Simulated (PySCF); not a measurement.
Vertical excitations of a molecule GeH₆OSi from TDA-M06-2X/def2-SVPD (PySCF), as energy in eV (oscillator strength): 6.17 (0.013), 7.15 (0.044), 7.32 (0.043), 7.54 (0.008), 7.66 (0.448), 7.88 (0.017), 8.17 (0.017), 8.35 (0.000), 8.47 (0.037), 8.56 (0.041). Lowest triplet (TDA): 5.68 eV. The structure is a stationary point at ωB97X-D3(BJ)/def2-SVP. Other conformers were not sampled.

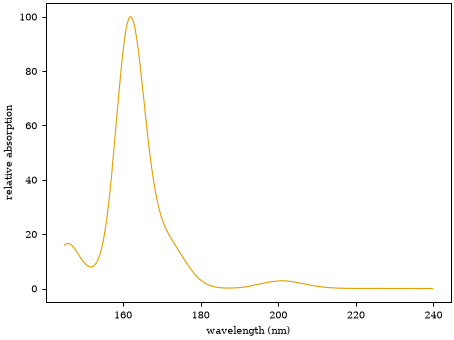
Fig. 1. The lines broadened by 0.4 eV.

Identify the compound among the candidates.
A. O[SiH2][GeH3]
B. [SiH3][O][GeH3]
C. [OH][GeH2][SiH3]

A, O[SiH2][GeH3]
